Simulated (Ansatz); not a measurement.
# SiO2 (P6_322): bands and screening cutoff converge together

Wanted: the G0W0 gap of SiO2 (P6_322) over a grid of bands and cutoffs.

Method: G0W0 on LDA, plane waves, PAW; PAW set soft_1, in Ansatz 0.2.0.

## Step 1: Set-up

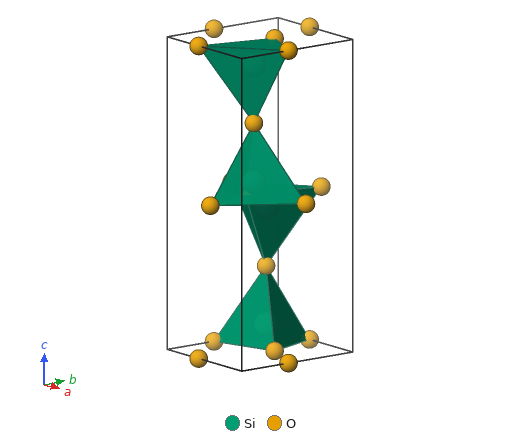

The cell as given, slightly off an axis (silicon teal, oxygen orange). Bonds to atoms that aren't drawn are left out. Some periodic images of atoms are drawn too.

The cell and positions are those that the Materials Project relaxed with its own functionals (PBE, PBE+U or r2SCAN), kept fixed.

## Step 2: 152 empty bands, screening to 50 eV

Now the one-shot GW correction: screening in the RPA, then the self-energy of the levels asked for. This step takes PAW set soft_1 files.

Input file input.yaml:

```yaml
crystal:
  lattice:
    - [5.0690738885, 0.0, 0.0]
    - [-2.5345369442, 4.3899467611, 0.0]
    - [0.0, 0.0, 8.55848854]
  atoms:
    - { symbol: Si, position: [0.66666667, 0.33333333, 0.9371258] }
    - { symbol: Si, position: [0.66666667, 0.33333333, 0.5628742] }
    - { symbol: Si, position: [0.33333333, 0.66666667, 0.0628742] }
    - { symbol: Si, position: [0.33333333, 0.66666667, 0.4371258] }
    - { symbol: O, position: [0.0, 0.42125874, 0.0] }
    - { symbol: O, position: [0.42125874, 0.42125874, 0.5] }
    - { symbol: O, position: [0.57874126, 0.0, 0.5] }
    - { symbol: O, position: [0.57874126, 0.57874126, 0.0] }
    - { symbol: O, position: [0.0, 0.57874126, 0.5] }
    - { symbol: O, position: [0.66666667, 0.33333333, 0.75] }
    - { symbol: O, position: [0.33333333, 0.66666667, 0.25] }
    - { symbol: O, position: [0.42125874, 0.0, 0.0] }
kpoints:
  mp_grid: { grid: [6, 6, 2] }
hamiltonian:
  xc: lda
  pseudopotentials: { kind: paw, azcp: { folder: soft_1 }, xc_functional: pbe }
scf:
  occupations: { method: fixed }
gw:
  n_empty_bands: 152
  ecut_chi: 50
  qp_bands: [v4, c4]
  qp_kpoints: band_edges
  screening: { model: contour_deformation }
```

Command:

```bash
$ ansatz run input.yaml --threads 2 --pin off --max-ram 92160MiB --backend cuda --events-out ev --progress --plain --runs-dir out --devices 1 --max-vram 13GiB
```

Numbers of over 12 decimals in the logs are rounded to 6 here.

What it wrote:

```text
GPUs: using 1 of 1 available (devices: 1).
Engine: ansatz 0.2.0, x86_64-unknown-linux-gnu
Pseudopotentials: kind: paw
Pseudopotential: Si, paw, valence charge 4, recommended cutoff 420 eV (normal), soft_1/Si.paw.azcp
Pseudopotential: O, paw, valence charge 6, recommended cutoff 420 eV (normal), soft_1/O.paw.azcp
Functional definition: SPW92
  exchange = slater_x
  correlation = pw_c
device memory: the entry about to start is reckoned to put 2.0 GiB on a device that reports 31.4 GiB free (of which the cap on the GPU budget leaves the run 13.0 GiB)
GPU FFT provider: cuFFT
GPU libraries: cuBLAS 13.8.2, cuFFT 12.4.0, cuSOLVER 12.3.4
Crystal: 12 atoms, lattice volume = 190.452 Å³
Basis set: ecut = 420 eV, 3755 PW (Γ)
Bands: 44, of which v1, the nominal top of the filled ones, is band 32 counted from 1 (31 counted from 0)
Symmetry: 12 space group operations
Space group: P6322 (ITA 182), of the structure as read, at distance tolerance 5.8e-5 Å
k-points: 14 of 72
Non-local potential: Si, projectors of the file, l = 0: 2, l = 1: 2, l = 2: 1
Non-local potential: O, projectors of the file, l = 0: 2, l = 1: 2, l = 2: 1
PAW form: soft (Blöchl's): semilocal exchange-correlation on the pseudo side does not see the compensation charge
PAW frozen core: Si, regenerated for the run's functional, and the local potential with it (the file was generated under x = pbe(κ = 0.804, μ = 0.219515), c = pbe(β = 0.066725))
PAW frozen core: O, regenerated for the run's functional, and the local potential with it (the file was generated under x = pbe(κ = 0.804, μ = 0.219515), c = pbe(β = 0.066725))
PAW one-centre angular grid: Si, 110 points (default); XC on 64 Gauss nodes
PAW one-centre angular grid: O, 110 points (default); XC on 64 Gauss nodes
Initial density: superposition of atomic densities (chi_scale 0.1, normalization cell, long waves kept (reshape's long-wave potential 0.01 eV rms))
Initial wavefunctions: pseudopotential atomic-orbital guess
GPU buffer pool allocated for 77760 grid points (all kernels)
GPU transforms: local potential and band sums: pruned to the plane-wave sphere, on 36×36×60
Functional: x = slater, c = lda
SCF iter   1: F=—  HF=-6897.588210 eV  |F-HF|=—  |Δ(HF+E_count)|=         —  Δρ=1.15e-1  dr2=2.28e1  ethr=3.10e-3  ⟨swp⟩=4.9  Hψ=2472  notcnv=0  defer=121
preconditioner: auto → Resta (q_TF=auto, 2.275 Å⁻¹)  ε∞=2.5  [insulator: Δε(μ)=7.275 eV  Ē_g=17.842 eV  n_scr=36 (ndim 8)  ℏωp=21.5 eV  f_vac=0.184  ε∞_Penn≈2.5]
SCF iter   2: F=—  HF=-6891.077030 eV  |F-HF|=—  |Δ(HF+E_count)|=    6.51e0  Δρ=4.00e-2  dr2=1.23e0  ethr=3.10e-3  ⟨swp⟩=3.9  Hψ=1673  notcnv=0  defer=126
SCF iter   3: F=—  HF=-6890.795155 eV  |F-HF|=—  |Δ(HF+E_count)|=   2.82e-1  Δρ=1.80e-2  dr2=3.79e-1  ethr=1.91e-3  ⟨swp⟩=2.8  Hψ=830  notcnv=0  defer=136
SCF iter   4: F=—  HF=-6890.707145 eV  |F-HF|=—  |Δ(HF+E_count)|=   8.80e-2  Δρ=1.42e-3  dr2=4.35e-3  ethr=5.93e-4  ⟨swp⟩=3.1  Hψ=1031  notcnv=0  defer=140
SCF iter   5: F=—  HF=-6890.711148 eV  |F-HF|=—  |Δ(HF+E_count)|=   4.00e-3  Δρ=3.77e-4  dr2=2.69e-4  ethr=6.80e-6  ⟨swp⟩=2.9  Hψ=1010  notcnv=0  defer=140
SCF iter   6: F=—  HF=-6890.711330 eV  |F-HF|=—  |Δ(HF+E_count)|=   1.82e-4  Δρ=1.52e-4  dr2=3.58e-5  ethr=4.21e-7  ⟨swp⟩=2.0  Hψ=955  notcnv=0  defer=140
SCF iter   7: F=—  HF=-6890.711345 eV  |F-HF|=—  |Δ(HF+E_count)|=   1.56e-5  Δρ=1.19e-4  dr2=1.87e-5  ethr=5.59e-8  ⟨swp⟩=2.0  Hψ=997  notcnv=0  defer=138
SCF iter   8: F=—  HF=-6890.711344 eV  |F-HF|=—  |Δ(HF+E_count)|=   8.83e-7  Δρ=3.92e-5  dr2=2.14e-6  ethr=2.92e-8  ⟨swp⟩=2.0  Hψ=845  notcnv=0  defer=139
SCF iter   9: F=-6890.711345 eV  HF=-6890.711345 eV  |F-HF|=2.07e-8  |Δ(HF+E_count)|=   2.27e-7  Δρ=7.71e-6  dr2=7.75e-8  ethr=1.56e-10  ⟨swp⟩=13.6  Hψ=3825  notcnv=0
SCF 1 converged in 9 iterations: F = -6890.711345 eV  dr2 = 7.75e-8
[...]
device memory: the entry about to start is reckoned to put 2.5 GiB (of the 2.5 GiB reckoned in all, the device holds 0.1 GiB already) on a device that reports 30.9 GiB free (of which the cap on the GPU budget leaves the run 13.0 GiB)
NSCF: frozen V_eff on 14 k-points
[...]
device memory: the entry about to start is reckoned to put 3.1 GiB on a device that reports 30.7 GiB free (of which the cap on the GPU budget leaves the run 13.0 GiB)
NSCF: frozen V_eff on 14 k-points
G₀W₀ screening: q 1/14
[... further progress lines ...]
SCF converged after 9 iterations
Free energy (F): -6890.711345 eV
Harris-Foulkes:  -6890.711345 eV  (|F-HF|=2.07e-8)
Internal energy: -6890.711345 eV  (E = F + TS)
E sigma→0 (E₀):  -6890.711345 eV
Fermi energy:    0.248345 eV
--- Per-component energies (eV) ---
  E_band       = -426.595248
  E_kinetic    = 1547.051635
  E_local      = -4951.797787  (includes V_loc(G=0)·N_el)
  E_nonlocal   = 529.131622
  E_hartree    = 1873.212486
  E_xc         = -789.203336
  E_vxc        = -919.349732  (∫ρ·V_xc dr)
  E_paw        = -3165.682092  (= ΣΔE_a)
  E_vpaw       = -378.060421  (= ΣTr[D̂ρ^β])
  E_aug_tail   = 0.006858  (compensation charges beyond the density's cutoff)
  E_ewald      = -1934.543426
  E_core_change = 1.112695  (= ΣΔE_core)
  E_smearing   = -0.000000  (= −TS)
  E_closure    = 0.000000  (closes the sum)
  Σ components = -6890.711345   (vs F -6890.711345, Δ=0.00e0)
--- Band table (eV; the first three rows and the last of 14) ---
  k-point 0: bands = [... 28 lower, -0.4299, -0.3819, 0.2314, 0.2314, 5.6608, 7.9413, 8.3151, 8.9010, ... 8 higher]
  k-point 1: bands = [... 28 lower, -0.3616, -0.3616, 0.0666, 0.0666, 6.4454, 6.4454, 9.2834, 9.2834, ... 8 higher]
  k-point 2: bands = [... 28 lower, -0.4262, -0.3228, 0.0914, 0.2220, 6.0164, 8.2992, 8.4367, 8.9804, ... 8 higher]
  k-point 13: bands = [... 28 lower, -0.4403, -0.4403, -0.2932, -0.2932, 8.7051, 8.7051, 8.8904, 8.8904, ... 8 higher]
--- G₀W₀: contour deformation, 5 samples at zero and on the imaginary axis and 2 off it, 72 q-points, 152 empty bands' worth ---
  eigenvalues of the whole cell's RPA ε∞ on this k-mesh (on a slab, of 1 + 4πα/V) = 2.1057, 2.1057, 2.1214; static W/v taken at q = 0 is 0.473020
  bands read: the sum over 184 bands ends inside a degenerate multiplet in 1 slot, whose members it reads at an even weight; the widest, k=12: bands 184 to 185 (counted from 1) at 1/2 each
  gw.qp_kpoints: band_edges: 14 of 14 stored k-points solved, in 1 pass; an edge of the gap read off the rows below is read off those points alone
    ik  band        ε_KS         Σx   Σc(E_QP)       V_xc       Z   E_QP_lin       E_QP  E_QP is
     0    29     -0.4299   -26.2481     4.3450   -20.3700  0.8158    -1.9843    -1.9630  root
     0    30     -0.3819   -26.3217     4.3544   -20.4469  0.8159    -1.9233    -1.9024  root
     0    31      0.2314   -26.8413     4.3349   -21.0998  0.8179    -1.1920    -1.1751  root
     0    32      0.2314   -26.8413     4.3349   -21.0998  0.8179    -1.1920    -1.1751  root
     0    33      5.6608    -5.6090    -2.8960    -9.9533  0.8843     7.1204     7.1091  root
     0    34      7.9413    -7.9877    -3.4506   -13.5140  0.8665    10.0457    10.0170  root
     0    35      8.3151    -4.6300    -2.5734    -8.7073  0.8816     9.8330     9.8191  root
     0    36      8.9010    -6.1533    -3.5499   -11.9806  0.8682    11.2133    11.1783  root
     1    29     -0.3616   -26.2948     4.3544   -20.4497  0.8156    -1.8724    -1.8522  root
     1    30     -0.3616   -26.2948     4.3544   -20.4497  0.8156    -1.8724    -1.8522  root
     1    31      0.0666   -26.6086     4.3171   -20.8646  0.8175    -1.3780    -1.3603  root
     1    32      0.0666   -26.6086     4.3171   -20.8646  0.8175    -1.3780    -1.3603  root
     1    33      6.4454    -5.9769    -2.8844   -10.4218  0.8806     8.0197     8.0059  root
     1    34      6.4454    -5.9769    -2.8844   -10.4218  0.8806     8.0197     8.0059  root
[...]
13    32     -0.2932   -26.3011     4.3635   -20.4434  0.8156    -1.8076    -1.7873  root
    13    33      8.7051    -8.7305    -3.5991   -14.6969  0.8597    11.1125    11.0724  root
    13    34      8.7051    -8.7305    -3.5991   -14.6969  0.8597    11.1125    11.0724  root
    13    35      8.8904    -4.1503    -2.6398    -8.2987  0.8822    10.4132    10.3990  root
    13    36      8.8904    -4.1503    -2.6398    -8.2987  0.8822    10.4132    10.3990  root
```

Elapsed: 31 s, on 1 × NVIDIA H100 80GB HBM3 (shared by 6 runs) with 2 threads of AMD EPYC 7R13 (Zen 3), shared host; peak memory 1.3 GiB.

In the SCF lines HF is the Harris–Foulkes energy and dr2 the Hartree energy of the density residual, in eV; the loop may stop once dr2 is under the threshold and the program's other checks hold. Hψ counts applications of the Hamiltonian.

This step gave:

* bands summed: 184
* RPA ε∞ on this mesh (eigenvalues): 2.106, 2.106, 2.121
* plane waves in the screening matrix: 147
* q-points in the mesh: 72
* G0W0 gap on the mesh: 8.262 eV
* k of the valence top: 0, -0.5, 0
* k of the conduction bottom: 0, 0, 0
* starting gap on the mesh: 5.412 eV
* Z at the valence top: 0.8180
* Z at the conduction bottom: 0.8843
* least direct G0W0 gap on the computed points: 8.284 eV

The gap on the mesh goes from 5.41 eV to 8.26 eV, a correction of +2.85 eV. Between the two edge states, bare exchange in place of the xc potential would open the gap by 10.08 eV, and correlation takes back 7.24 eV.

## Step 3: 794 empty bands, screening to 50 eV

Changes to input.yaml since step 2:

```diff
@@ -26,3 +26,3 @@
 gw:
-  n_empty_bands: 152
+  n_empty_bands: 794
   ecut_chi: 50
```

What it wrote:

```text
GPUs: using 1 of 1 available (devices: 1).
[...]
GPU FFT provider: cuFFT
GPU libraries: cuBLAS 13.8.2, cuFFT 12.4.0, cuSOLVER 12.3.4
Crystal: 12 atoms, lattice volume = 190.452 Å³
Basis set: ecut = 420 eV, 3755 PW (Γ)
Bands: 44, of which v1, the nominal top of the filled ones, is band 32 counted from 1 (31 counted from 0)
Symmetry: 12 space group operations
[...]
k-points: 14 of 72
[...]
0    36      8.9010    -6.1533    -3.8283   -11.9806  0.8670    10.9261    10.8999  root
[...]
13    33      8.7051    -8.7305    -3.8826   -14.6969  0.8587    10.8191    10.7888  root
    13    34      8.7051    -8.7305    -3.8826   -14.6969  0.8587    10.8191    10.7888  root
    13    35      8.8904    -4.1503    -2.8212    -8.2987  0.8814    10.2284    10.2175  root
    13    36      8.8904    -4.1503    -2.8212    -8.2987  0.8814    10.2284    10.2175  root
[key lines of the parts left out:]
SCF converged after 9 iterations
Free energy (F): -6890.711345 eV
Fermi energy:    0.248345 eV
```

Wall time 2.1 min (1 × NVIDIA H100 80GB HBM3 (shared by 6 runs) with 2 threads); peak memory 2.3 GiB.

Numbers from this step:

* bands summed: 826
* RPA ε∞ on this mesh (eigenvalues): 2.109, 2.109, 2.124
* plane waves in the screening matrix: 147
* G0W0 gap on the mesh: 8.258 eV
* k of the valence top: 0, -0.5, 0
* k of the conduction bottom: 0, 0, 0
* starting gap on the mesh: 5.412 eV
* least direct G0W0 gap on the computed points: 8.279 eV

Against the run with 6×6×2 mesh, 152 empty bands, screening to 50 eV, PAW set soft_1 files, the gap moves by −0.004 eV.

## Step 4: 432 empty bands, screening to 100 eV

Another rung: the empty bands reach about as high as the screening cutoff, so the two stay in balance.

Changes to input.yaml since step 3:

```diff
@@ -26,4 +26,4 @@
 gw:
-  n_empty_bands: 794
-  ecut_chi: 50
+  n_empty_bands: 432
+  ecut_chi: 100
   qp_bands: [v4, c4]
```

What it wrote:

```text
GPUs: using 1 of 1 available (devices: 1).
[...]
GPU FFT provider: cuFFT
GPU libraries: cuBLAS 13.8.2, cuFFT 12.4.0, cuSOLVER 12.3.4
Crystal: 12 atoms, lattice volume = 190.452 Å³
Basis set: ecut = 420 eV, 3755 PW (Γ)
Bands: 44, of which v1, the nominal top of the filled ones, is band 32 counted from 1 (31 counted from 0)
Symmetry: 12 space group operations
[...]
k-points: 14 of 72
[...]
0    36      8.9010    -6.1533    -3.8120   -11.9806  0.8644    10.9429    10.9162  root
[...]
13    33      8.7051    -8.7305    -3.8112   -14.6969  0.8540    10.8923    10.8603  root
    13    34      8.7051    -8.7305    -3.8112   -14.6969  0.8540    10.8923    10.8603  root
    13    35      8.8904    -4.1503    -2.7515    -8.2987  0.8794    10.2991    10.2872  root
    13    36      8.8904    -4.1503    -2.7515    -8.2987  0.8794    10.2991    10.2872  root
[key lines of the parts left out:]
SCF converged after 9 iterations
Free energy (F): -6890.711345 eV
Fermi energy:    0.248345 eV
```

Run time: 60 s. Hardware: 1 × NVIDIA H100 80GB HBM3 (shared by 6 runs) with 2 threads; peak memory 2 GiB.

The G0W0 gap on the mesh is 8.377 eV.

## Step 5: 2247 empty bands, screening to 100 eV

Changes to input.yaml since step 4:

```diff
@@ -26,3 +26,3 @@
 gw:
-  n_empty_bands: 432
+  n_empty_bands: 2247
   ecut_chi: 100
```

What it wrote:

```text
GPUs: using 1 of 1 available (devices: 1).
[...]
GPU FFT provider: cuFFT
GPU libraries: cuBLAS 13.8.2, cuFFT 12.4.0, cuSOLVER 12.3.4
Crystal: 12 atoms, lattice volume = 190.452 Å³
Basis set: ecut = 420 eV, 3755 PW (Γ)
Bands: 44, of which v1, the nominal top of the filled ones, is band 32 counted from 1 (31 counted from 0)
Symmetry: 12 space group operations
[...]
k-points: 14 of 72
[...]
0    36      8.9010    -6.1533    -3.9295   -11.9806  0.8641    10.8222    10.7988  root
[...]
13    33      8.7051    -8.7305    -3.9521   -14.6969  0.8536    10.7470    10.7194  root
    13    34      8.7051    -8.7305    -3.9521   -14.6969  0.8536    10.7470    10.7194  root
    13    35      8.8904    -4.1503    -2.8291    -8.2987  0.8792    10.2202    10.2096  root
    13    36      8.8904    -4.1503    -2.8291    -8.2987  0.8792    10.2202    10.2096  root
[key lines of the parts left out:]
SCF converged after 9 iterations
Free energy (F): -6890.711345 eV
Fermi energy:    0.248345 eV
```

It took 10 min on 1 × NVIDIA H100 80GB HBM3 (shared by 6 runs) with 2 threads; peak memory 6.7 GiB.

The G0W0 gap on the mesh is 8.435 eV.

## Step 6: 152 empty bands, screening to 150 eV

Changes to input.yaml since step 5:

```diff
@@ -26,4 +26,4 @@
 gw:
-  n_empty_bands: 2247
-  ecut_chi: 100
+  n_empty_bands: 152
+  ecut_chi: 150
   qp_bands: [v4, c4]
```

What it wrote:

```text
GPUs: using 1 of 1 available (devices: 1).
[...]
GPU FFT provider: cuFFT
GPU libraries: cuBLAS 13.8.2, cuFFT 12.4.0, cuSOLVER 12.3.4
Crystal: 12 atoms, lattice volume = 190.452 Å³
Basis set: ecut = 420 eV, 3755 PW (Γ)
Bands: 44, of which v1, the nominal top of the filled ones, is band 32 counted from 1 (31 counted from 0)
Symmetry: 12 space group operations
[...]
k-points: 14 of 72
[...]
0    36      8.9010    -6.1533    -3.4961   -11.9806  0.8663    11.2683    11.2321  root
[...]
13    33      8.7051    -8.7305    -3.4798   -14.6969  0.8542    11.2350    11.1916  root
    13    34      8.7051    -8.7305    -3.4798   -14.6969  0.8542    11.2350    11.1916  root
    13    35      8.8904    -4.1503    -2.5790    -8.2987  0.8799    10.4747    10.4597  root
    13    36      8.8904    -4.1503    -2.5790    -8.2987  0.8799    10.4747    10.4597  root
[key lines of the parts left out:]
SCF converged after 9 iterations
Free energy (F): -6890.711345 eV
Fermi energy:    0.248345 eV
```

Elapsed: 37 s, on 1 × NVIDIA H100 80GB HBM3 (shared by 6 runs) with 2 threads; peak memory 2.5 GiB.

The G0W0 gap on the mesh is 8.263 eV.

## Step 7: 794 empty bands, screening to 150 eV

Changes to input.yaml since step 6:

```diff
@@ -26,3 +26,3 @@
 gw:
-  n_empty_bands: 152
+  n_empty_bands: 794
   ecut_chi: 150
```

What it wrote:

```text
GPUs: using 1 of 1 available (devices: 1).
[...]
GPU FFT provider: cuFFT
GPU libraries: cuBLAS 13.8.2, cuFFT 12.4.0, cuSOLVER 12.3.4
Crystal: 12 atoms, lattice volume = 190.452 Å³
Basis set: ecut = 420 eV, 3755 PW (Γ)
Bands: 44, of which v1, the nominal top of the filled ones, is band 32 counted from 1 (31 counted from 0)
Symmetry: 12 space group operations
[...]
k-points: 14 of 72
[...]
0    36      8.9010    -6.1533    -3.8869   -11.9806  0.8640    10.8657    10.8414  root
[...]
13    33      8.7051    -8.7305    -3.8970   -14.6969  0.8524    10.8034    10.7745  root
    13    34      8.7051    -8.7305    -3.8970   -14.6969  0.8524    10.8034    10.7745  root
    13    35      8.8904    -4.1503    -2.8064    -8.2987  0.8791    10.2432    10.2324  root
    13    36      8.8904    -4.1503    -2.8064    -8.2987  0.8791    10.2432    10.2324  root
[key lines of the parts left out:]
SCF converged after 9 iterations
Free energy (F): -6890.711345 eV
Fermi energy:    0.248345 eV
```

The job ended after 2.4 min (1 × NVIDIA H100 80GB HBM3 (shared by 6 runs) with 2 threads; peak memory 3.3 GiB).

The G0W0 gap on the mesh is 8.567 eV.

(Continued in part 2 of 2.)

[Paths, hosts, dates, memory and timing lines, banners, echoed tables and standing remarks are left out of the program output.]

[Logs are printed without paths, hosts, clocks, repeated set-up lines and the standing remarks that a program may print on its own settings, such as how far it seeks lower states.]

[Runs of the session that timed out or met a known fault of the program may be left out.]

[Cells called generated may have been cut or substituted from an entry of the Crystallography Open Database or the Materials Project.]

[Hosts, paths, dates, database ids (printed as entryN), source tags and the programs' standing remarks are cut or masked in the printed files.]
